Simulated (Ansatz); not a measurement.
# Nb wire along [111], 19 atoms a period: bands along the axis

What gap, if any, does the Nb wire along [111], 19 atoms a period have, and how many channels would it open?

Main program and level: Ansatz 0.2.0; DFT PBE, plane waves, PAW; relaxation of a wire's period; PAW set soft_1, in the first sound run; inputs show where later runs differ.

## Step 1: Set-up

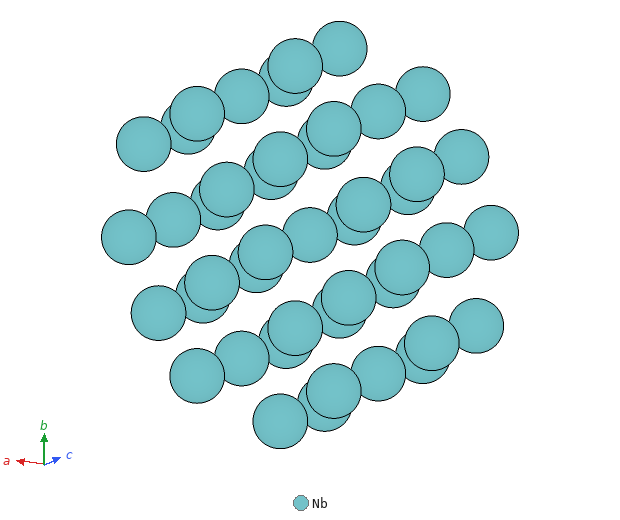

The cell as given, at a slant to the c axis (niobium teal). 1×1×2 cells are drawn. Some periodic images of atoms are drawn too.

The cell holds 19 atoms: 19 Nb. Its edges and angles: a = 16.162 Å, b = 17.610 Å, c = 2.867 Å, α = 90.0°, β = 90.0°, γ = 90.0°. Vacuum lies along a and b. The structure's axis is c.

## Step 2: Relaxing the period

Band widths follow the bond lengths, so the wire is relaxed first. The atoms and the third cell vector are free; the box across stays fixed as vacuum. A Fermi-Dirac smearing is set since the result may be a metal. The pressure printed is a third of the stress's trace over the whole box, vacuum included; only the stress along the axis is relaxed.

Input file input.yaml:

```yaml
crystal:
  lattice:
    - [16.162, 0.0, 0.0]
    - [0.0, 17.61, 0.0]
    - [0.0, 0.0, 2.8665440865]
  atoms:
    - { symbol: Nb, position: [0.210370004, 0.500011775, 0.0] }
    - { symbol: Nb, position: [0.355186453, 0.730216518, 0.0] }
    - { symbol: Nb, position: [0.500002901, 0.500011775, 0.0] }
    - { symbol: Nb, position: [0.64481935, 0.730216518, 0.0] }
    - { symbol: Nb, position: [0.210370004, 0.653481604, 0.333333333] }
    - { symbol: Nb, position: [0.355186453, 0.423276861, 0.333333333] }
    - { symbol: Nb, position: [0.500002901, 0.193072118, 0.333333333] }
    - { symbol: Nb, position: [0.500002901, 0.653481604, 0.333333333] }
    - { symbol: Nb, position: [0.64481935, 0.423276861, 0.333333333] }
    - { symbol: Nb, position: [0.789635799, 0.653481604, 0.333333333] }
    - { symbol: Nb, position: [0.210370004, 0.346541947, 0.666666667] }
    - { symbol: Nb, position: [0.355186453, 0.57674669, 0.666666667] }
    - { symbol: Nb, position: [0.500002901, 0.346541947, 0.666666667] }
    - { symbol: Nb, position: [0.500002901, 0.806951433, 0.666666667] }
    - { symbol: Nb, position: [0.64481935, 0.57674669, 0.666666667] }
    - { symbol: Nb, position: [0.789635799, 0.346541947, 0.666666667] }
    - { symbol: Nb, position: [0.355186453, 0.269807032, 0.0] }
    - { symbol: Nb, position: [0.64481935, 0.269807032, 0.0] }
    - { symbol: Nb, position: [0.789635799, 0.500011775, 0.0] }
kpoints:
  mp_grid: { grid: [1, 1, 28] }
scf:
  occupations: { method: fermi_dirac, width: 0.05 }
hamiltonian:
  xc: pbe
  pseudopotentials: { kind: paw, azcp: { folder: soft_1 } }
relax:
  cell: { fix: [a, b, alpha, beta, gamma] }
  max_steps: 45
  f_tol: 0.03
```

The run is started by

```
$ ansatz run input.yaml --threads 4 --pin off --max-ram 16384MiB --backend cpu --events-out ev --progress --plain --runs-dir out
```

Numbers of over 12 decimals in the logs are rounded to 6 here.

The log of the run:

```text
Engine: ansatz 0.2.0, x86_64-unknown-linux-gnu
Pseudopotentials: kind: paw
Pseudopotential: Nb, paw, valence charge 13, recommended cutoff 420 eV (normal), soft_1/Nb.paw.azcp
Functional definition: PBE
  parameter kappa = 0.804
  parameter beta = 0.066725
  exchange = pbe_x(kappa = kappa, mu = beta*pi^2/3)
  correlation = pbe_c(beta = beta)
Crystal: 19 atoms, lattice volume = 815.855 Å³
Basis set: ecut = 420 eV, 15917 PW (Γ), exchange–correlation on 240×240×40 points (8 copies of the dense FFT grid, shifted against one another)
Bands: 149, of which v1, the nominal top of the filled ones, is band 124 counted from 1 (123 counted from 0)
Symmetry: 4 space group operations
Space group: P2/m (ITA 10), of the structure as read, at distance tolerance 9.3e-5 Å
k-points: 15 of 28
Non-local potential: Nb, projectors of the file, l = 0: 3, l = 1: 2, l = 2: 2, l = 3: 1
PAW form: soft (Blöchl's): semilocal exchange-correlation on the pseudo side does not see the compensation charge
PAW one-centre angular grid: Nb, 590 points (default); XC on 64 Gauss nodes
Initial density: superposition of atomic densities (neutral atoms: chi_scale 0, normalization atom)
Initial wavefunctions: pseudopotential atomic-orbital guess
Functional: x = pbe(κ = 0.804, μ = 0.219515), c = pbe(β = 0.066725)
SCF iter   1: F=—  HF=-86500.569991 eV  |F-HF|=—  |Δ(HF+E_count)|=         —  Δρ=6.10e-2  dr2=2.78e2  ethr=3.10e-3  ⟨swp⟩=10.7  Hψ=10990  notcnv=0  defer=3
preconditioner: auto → LDOS  [metal: Δε(μ)=0.013 eV  Ē_g=3.665 eV  σ=0.050 eV  W_gap=0.06  n_scr=124 (ndim 8)  ℏωp=12.7 eV  f_vac=0.435  D(μ)=18.16/eV (n_scr^D=92)  β→1.0]
SCF iter   2: F=—  HF=-86495.961828 eV  |F-HF|=—  |Δ(HF+E_count)|=    4.61e0  Δρ=6.46e-2  dr2=5.44e2  ethr=3.10e-3  ⟨swp⟩=6.6  Hψ=6631  notcnv=0  defer=94
SCF iter   3: F=—  HF=-86478.585452 eV  |F-HF|=—  |Δ(HF+E_count)|=    1.74e1  Δρ=1.53e-2  dr2=2.51e1  ethr=3.10e-3  ⟨swp⟩=5.1  Hψ=5977  notcnv=0  defer=27
SCF iter   4: F=—  HF=-86477.769986 eV  |F-HF|=—  |Δ(HF+E_count)|=   8.15e-1  Δρ=4.63e-3  dr2=1.39e0  ethr=3.10e-3  ⟨swp⟩=2.5  Hψ=2843  notcnv=0  defer=71
SCF iter   5: F=—  HF=-86477.697545 eV  |F-HF|=—  |Δ(HF+E_count)|=   7.24e-2  Δρ=1.69e-3  dr2=1.31e-1  ethr=5.64e-4  ⟨swp⟩=2.7  Hψ=3182  notcnv=0  defer=71
SCF iter   6: F=—  HF=-86477.696537 eV  |F-HF|=—  |Δ(HF+E_count)|=   1.01e-3  Δρ=5.83e-4  dr2=1.66e-2  ethr=5.29e-5  ⟨swp⟩=2.0  Hψ=3146  notcnv=0  defer=71
SCF iter   7: F=—  HF=-86477.696077 eV  |F-HF|=—  |Δ(HF+E_count)|=   4.59e-4  Δρ=1.56e-4  dr2=4.00e-4  ethr=6.74e-6  ⟨swp⟩=2.0  Hψ=2866  notcnv=0  defer=71
SCF iter   8: F=—  HF=-86477.696122 eV  |F-HF|=—  |Δ(HF+E_count)|=   4.48e-5  Δρ=6.10e-5  dr2=1.16e-4  ethr=1.62e-7  ⟨swp⟩=3.3  Hψ=4033  notcnv=0  defer=71
SCF iter   9: F=—  HF=-86477.696132 eV  |F-HF|=—  |Δ(HF+E_count)|=   9.35e-6  Δρ=1.68e-5  dr2=1.36e-5  ethr=4.70e-8  ⟨swp⟩=2.0  Hψ=2889  notcnv=0  defer=71
SCF iter  10: F=—  HF=-86477.695702 eV  |F-HF|=—  |Δ(HF+E_count)|=   4.29e-4  Δρ=7.13e-6  dr2=9.46e-7  ethr=5.51e-9  ⟨swp⟩=2.3  Hψ=3036  notcnv=0  defer=71
SCF iter  11: F=—  HF=-86477.695703 eV  |F-HF|=—  |Δ(HF+E_count)|=   3.78e-7  Δρ=2.79e-6  dr2=1.57e-7  ethr=3.83e-10  ⟨swp⟩=2.7  Hψ=3435  notcnv=0  defer=71
SCF iter  12: F=-86477.695703 eV  HF=-86477.695703 eV  |F-HF|=5.40e-9  |Δ(HF+E_count)|=   8.50e-9  Δρ=9.49e-7  dr2=1.53e-8  ethr=4.05e-11  ⟨swp⟩=5.0  Hψ=6894  notcnv=0
SCF 1 converged in 12 iterations: F = -86477.695703 eV  dr2 = 1.53e-8
  greatest PAW one-centre occupation: 0.998 electrons in one spin orbital (limit 2), on the Nb atom at site 2 (counted from 0), in its partial waves of l = 0
relax step   1: F+E_penalty+E_count = -86477.69570288 eV  Δ(F+E_penalty+E_count) = +0.000e0 eV  max|allowed force component| = 1.403e0 eV/Å  Δτ_max = 0.0000 Å  P = -4.737 GPa  Ω = 815.855 Å³  fix = [a, b, alpha, beta, gamma]  reactions: a -4.062, b -4.099 GPa; alpha -0.001 GPa/rad  (12 SCF iters, dr2 threshold 1.00e-7 eV, accepted)
Crystal: 19 atoms, lattice volume = 780.002 Å³
Basis set: ecut = 420 eV, 15325 PW (Γ), exchange–correlation on 240×240×40 points (8 copies of the dense FFT grid, shifted against one another)
Initial density: handed on by an earlier stage of this run
Initial wavefunctions: those handed on with the density
iter 1 solved again at ethr=1.75e-3 eV; its pass at ethr=3.10e-3 eV (dr2=4.32e0 eV) is discarded
SCF iter   1: F=—  HF=-86479.382044 eV  |F-HF|=—  |Δ(HF+E_count)|=         —  Δρ=1.33e-2  dr2=4.33e0  ethr=1.75e-3  ⟨swp⟩=2.0  Hψ=12654  notcnv=0  defer=2
preconditioner: auto → LDOS  [metal: Δε(μ)=0.007 eV  Ē_g=3.195 eV  σ=0.050 eV  W_gap=0.03  n_scr=114 (ndim 8)  ℏωp=13.0 eV  f_vac=0.465  D(μ)=25.37/eV (n_scr^D=158)  β→1.0]
SCF iter   2: F=—  HF=-86479.165874 eV  |F-HF|=—  |Δ(HF+E_count)|=   2.16e-1  Δρ=7.50e-3  dr2=1.97e0  ethr=1.75e-3  ⟨swp⟩=3.1  Hψ=3855  notcnv=0  defer=16
SCF iter   3: F=—  HF=-86478.994373 eV  |F-HF|=—  |Δ(HF+E_count)|=   1.72e-1  Δρ=2.29e-3  dr2=1.95e-1  ethr=7.97e-4  ⟨swp⟩=2.3  Hψ=3519  notcnv=0  defer=83
SCF iter   4: F=—  HF=-86478.974492 eV  |F-HF|=—  |Δ(HF+E_count)|=   1.99e-2  Δρ=6.19e-4  dr2=5.51e-3  ethr=7.91e-5  ⟨swp⟩=2.7  Hψ=4117  notcnv=0  defer=84
SCF iter   5: F=—  HF=-86478.975110 eV  |F-HF|=—  |Δ(HF+E_count)|=   6.18e-4  Δρ=1.79e-4  dr2=4.06e-4  ethr=2.23e-6  ⟨swp⟩=2.4  Hψ=3360  notcnv=0  defer=84
SCF iter   6: F=—  HF=-86478.974937 eV  |F-HF|=—  |Δ(HF+E_count)|=   1.73e-4  Δρ=5.93e-5  dr2=1.11e-4  ethr=1.64e-7  ⟨swp⟩=2.7  Hψ=3961  notcnv=0  defer=84
SCF iter   7: F=—  HF=-86478.974957 eV  |F-HF|=—  |Δ(HF+E_count)|=   1.97e-5  Δρ=2.29e-5  dr2=1.81e-5  ethr=4.48e-8  ⟨swp⟩=2.0  Hψ=2823  notcnv=0  defer=84
SCF iter   8: F=-86478.974959 eV  HF=-86478.974960 eV  |F-HF|=9.89e-7  |Δ(HF+E_count)|=   2.70e-6  Δρ=9.10e-6  dr2=1.77e-6  ethr=7.69e-10  ⟨swp⟩=3.7  Hψ=8505  notcnv=0
SCF 2 converged in 8 iterations: F = -86478.974959 eV  dr2 = 1.77e-6
relax step   2: F+E_penalty+E_count = -86478.97495884 eV  Δ(F+E_penalty+E_count) = -1.279e0 eV  max|allowed force component| = 7.403e-1 eV/Å  Δτ_max = 0.1948 Å  P = +0.961 GPa  Ω = 780.002 Å³  energy of the carried Pulay correction = +1.984e-3 eV  fix = [a, b, alpha, beta, gamma]  reactions: a +1.052, b +1.041 GPa; alpha -0.023 GPa/rad  (8 SCF iters, dr2 threshold 1.90e-6 eV, accepted)
Crystal: 19 atoms, lattice volume = 784.660 Å³
Basis set: ecut = 420 eV, 15397 PW (Γ), exchange–correlation on 240×240×40 points (8 copies of the dense FFT grid, shifted against one another)
iter 1 solved again at ethr=6.62e-4 eV; its pass at ethr=3.10e-3 eV (dr2=1.64e0 eV) is discarded
[...]
relax step   4: F+E_penalty+E_count = -86479.14083708 eV  Δ(F+E_penalty+E_count) = -2.011e-2 eV  max|allowed force component| = 1.161e-1 eV/Å  Δτ_max = 0.0491 Å  P = -0.193 GPa  Ω = 782.221 Å³  energy of the carried Pulay correction = +1.859e-3 eV  fix = [a, b, alpha, beta, gamma]  reactions: a -0.039, b -0.091 GPa; alpha -0.039 GPa/rad  (7 SCF iters, dr2 threshold 1.90e-6 eV, accepted)
[...]
relax step   5: F+E_penalty+E_count = -86479.14997494 eV  Δ(F+E_penalty+E_count) = -9.138e-3 eV  max|allowed force component| = 4.587e-2 eV/Å  Δτ_max = 0.0190 Å  P = -0.041 GPa  Ω = 779.910 Å³  energy of the carried Pulay correction = +1.990e-3 eV  fix = [a, b, alpha, beta, gamma]  reactions: a +0.013, b +0.046 GPa; alpha -0.005 GPa/rad  (6 SCF iters, dr2 threshold 8.43e-7 eV, accepted)
[...]
relax step   6: F+E_penalty+E_count = -86479.15501483 eV  Δ(F+E_penalty+E_count) = -5.040e-3 eV  max|allowed force component| = 1.224e-2 eV/Å  Δτ_max = 0.0161 Å  P = -0.029 GPa  Ω = 776.464 Å³  energy of the carried Pulay correction = +2.185e-3 eV  fix = [a, b, alpha, beta, gamma]  reactions: a -0.073, b -0.017 GPa; alpha -0.005 GPa/rad  (8 SCF iters, dr2 threshold 1.32e-7 eV, accepted)
Initial wavefunctions: pseudopotential atomic-orbital guess (no wavefunctions were taken with the density)
iter 1 solved again at ethr=7.08e-6 eV; its pass at ethr=3.10e-3 eV (dr2=1.75e-2 eV) is discarded
SCF iter   1: F=—  HF=-86479.153411 eV  |F-HF|=—  |Δ(HF+E_count)|=         —  Δρ=4.92e-5  dr2=2.65e-6  ethr=7.08e-6  ⟨swp⟩=4.0  Hψ=14424  notcnv=0
eigensolver tolerance schedule: the retry pair's looser diagonalisation over-reported the residual by 6588.11 of it (diagonalisation noise at an unbounded share of the residual, at the tolerance the schedule requests for it); recorded, not acted on — ethr = c·dr2/N_el stays at c = 1.0e-1
preconditioner: auto → LDOS  [metal: Δε(μ)=0.010 eV  Ē_g=3.107 eV  σ=0.050 eV  W_gap=0.05  n_scr=114 (ndim 8)  ℏωp=13.0 eV  f_vac=0.457  D(μ)=26.88/eV (n_scr^D=184)  β→1.0]
SCF iter   2: F=—  HF=-86479.153118 eV  |F-HF|=—  |Δ(HF+E_count)|=   2.92e-4  Δρ=1.02e-5  dr2=8.21e-7  ethr=1.07e-9  ⟨swp⟩=4.1  Hψ=6634  notcnv=0
SCF iter   3: F=—  HF=-86479.153118 eV  |F-HF|=—  |Δ(HF+E_count)|=   1.54e-7  Δρ=3.14e-6  dr2=2.70e-7  ethr=3.33e-10  ⟨swp⟩=2.3  Hψ=3814  notcnv=0
SCF iter   4: F=—  HF=-86479.153118 eV  |F-HF|=—  |Δ(HF+E_count)|=   2.31e-8  Δρ=9.71e-7  dr2=1.38e-8  ethr=1.09e-10  ⟨swp⟩=2.0  Hψ=2908  notcnv=0
SCF iter   5: F=—  HF=-86479.153118 eV  |F-HF|=—  |Δ(HF+E_count)|=   2.53e-9  Δρ=3.29e-7  dr2=5.11e-9  ethr=5.60e-12  ⟨swp⟩=3.1  Hψ=5055  notcnv=0
SCF iter   6: F=—  HF=-86479.153118 eV  |F-HF|=—  |Δ(HF+E_count)|=  4.80e-10  Δρ=9.08e-8  dr2=3.11e-10  ethr=2.07e-12  ⟨swp⟩=2.3  Hψ=2871  notcnv=0
SCF iter   7: F=-86479.153118 eV  HF=-86479.153118 eV  |F-HF|=2.91e-11  |Δ(HF+E_count)|=  7.28e-11  Δρ=3.06e-8  dr2=1.14e-11  ethr=1.00e-12  ⟨swp⟩=4.9  Hψ=6857  notcnv=0
SCF 7 converged in 7 iterations: F = -86479.153118 eV  dr2 = 1.14e-11
relax step   7: F+E_penalty+E_count = -86479.15311830 eV  Δ(F+E_penalty+E_count) = +1.897e-3 eV  max|allowed force component| = 1.234e-2 eV/Å  Δτ_max = 0.0000 Å  P = -0.029 GPa  Ω = 776.464 Å³  fix = [a, b, alpha, beta, gamma]  reactions: a -0.072, b -0.017 GPa; alpha -0.005 GPa/rad  stress off target by 2.91e-3 GPa on what of the cell is left free  SCF on the basis re-selected at this cell (its energy is not comparable with the rows above)  (7 SCF iters)
basis re-selected at this cell: Δ(F+E_penalty+E_count) = +1.897e-3 eV, ΔP = -0.000 GPa vs the last step (what re-selecting the basis moved, of the pressure what is left beyond the Pulay correction that the steps carried, after the strain that the cell walked since its last selection, with what the two solves' SCF thresholds leave and, on support functions, any second-order correction that the steps lacked; it is no m [...]
SCF converged after 7 iterations
Free energy (F): -86479.153118 eV
Harris-Foulkes:  -86479.153118 eV  (|F-HF|=2.91e-11)
Internal energy: -86478.937040 eV  (E = F + TS)
E sigma→0 (E₀):  -86479.045079 eV
Entropy (-TS):   -0.216078 eV (-11.373 meV/atom)
Fermi energy:    5.834499 eV
--- Per-component energies (eV) ---
  E_band       = -4265.766925
  E_kinetic    = 7092.312369
  E_local      = -120477.449584  (includes V_loc(G=0)·N_el)
  E_nonlocal   = 1826.137641
  E_hartree    = 56669.013303
  E_xc         = -3137.998698
  E_vxc        = -3797.686347  (∫ρ·V_xc dr)
  E_paw        = -58568.475125  (= ΣΔE_a)
  E_vpaw       = -2247.109166  (= ΣTr[D̂ρ^β])
  E_aug_tail   = 0.000846  (compensation charges beyond the density's cutoff)
  E_ewald      = 30117.522206
  E_smearing   = -0.216078  (= −TS)
  E_closure    = 0.000000  (closes the sum)
  Σ components = -86479.153118   (vs F -86479.153118, Δ=0.00e0)
--- Forces (eV/Å), atoms counted from 1 ---
  atom   1  Nb     0.00345025     0.00000000     0.00000000
  atom   2  Nb     0.00290135    -0.00438409    -0.00103850
  atom   3  Nb     0.00000000     0.00000000     0.00000000
  atom   4  Nb    -0.00290135    -0.00438409    -0.00103850
  atom   5  Nb    -0.01233833     0.00657994     0.00536051
  atom   6  Nb    -0.00368175    -0.00494166    -0.00345501
  atom   7  Nb     0.00000000    -0.01133771     0.00503234
  atom   8  Nb     0.00000000     0.01164743    -0.00016461
  atom   9  Nb     0.00368175    -0.00494166    -0.00345501
  atom  10  Nb     0.01233833     0.00657994     0.00536051
  atom  11  Nb    -0.01233833    -0.00657994    -0.00536051
  atom  12  Nb    -0.00368175     0.00494166     0.00345501
  atom  13  Nb     0.00000000    -0.01164743     0.00016461
  atom  14  Nb     0.00000000     0.01133771    -0.00503234
  atom  15  Nb     0.00368175     0.00494166     0.00345501
  atom  16  Nb     0.01233833    -0.00657994    -0.00536051
  atom  17  Nb     0.00290135     0.00438409     0.00103850
  atom  18  Nb    -0.00290135     0.00438409     0.00103850
  atom  19  Nb    -0.00345025     0.00000000     0.00000000
  max |Σ_I F_I| component: 8.67e-19 eV/Å
--- Stress (GPa, compression-positive) ---
       -0.072355       0.000000       0.000000
        0.000000      -0.016614       0.004969
        0.000000       0.004969       0.002912
  P = ⅓ Tr σ = -0.0287 GPa (-0.287 kbar)
--- Relaxed structure (6 steps of the walk, 6 accepted, 1 SCFs on fresh bases) ---
  F+E_penalty+E_count = -86479.15311830 eV   max|allowed force component| = 1.234e-2 eV/Å   (the final SCF, on the basis selected at the relaxed cell)
  cell:  # Å, volume = 776.4640 Å³
    - [16.162, 0.0, 0.0]
    - [0.0, 17.61, 0]
    - [0.0, 0, 2.728141]
  atoms:
    - { symbol: Nb, position: [0.208802, 0.500012, 0] }
    - { symbol: Nb, position: [0.354569, 0.730719, -0.000528369] }
    - { symbol: Nb, position: [0.5, 0.500012, 0] }
    - { symbol: Nb, position: [0.645431, 0.730719, -0.000528369] }
    - { symbol: Nb, position: [0.217438, 0.649415, 0.305389] }
    - { symbol: Nb, position: [0.354768, 0.423263, 0.343430] }
    - { symbol: Nb, position: [0.5, 0.201328, 0.305074] }
    - { symbol: Nb, position: [0.5, 0.653469, 0.342965] }
    - { symbol: Nb, position: [0.645232, 0.423263, 0.343430] }
    - { symbol: Nb, position: [0.782562, 0.649415, 0.305389] }
    - { symbol: Nb, position: [0.217438, 0.350609, 0.694611] }
    - { symbol: Nb, position: [0.354768, 0.576761, 0.656570] }
    - { symbol: Nb, position: [0.5, 0.346554, 0.657035] }
    - { symbol: Nb, position: [0.5, 0.798695, 0.694926] }
    - { symbol: Nb, position: [0.645232, 0.576761, 0.656570] }
    - { symbol: Nb, position: [0.782562, 0.350609, 0.694611] }
    - { symbol: Nb, position: [0.354569, 0.269305, 0.000528369] }
    - { symbol: Nb, position: [0.645431, 0.269305, 0.000528369] }
    - { symbol: Nb, position: [0.791198, 0.500012, 0] }
```

Run time: 6.9 min. Hardware: 4 threads of Intel Xeon Platinum 8259CL at 2.50GHz (Skylake/Cascade Lake), shared host; peak memory 3.3 GiB; 27 min of CPU time.

[end of part 1 of 2]

[Logs are printed without paths, hosts, clocks, repeated set-up lines and the standing remarks that a program may print on its own settings, such as how far it seeks lower states.]

[Hosts, paths, dates, database ids (printed as entryN), source tags and the programs' standing remarks are cut or masked in the printed files.]
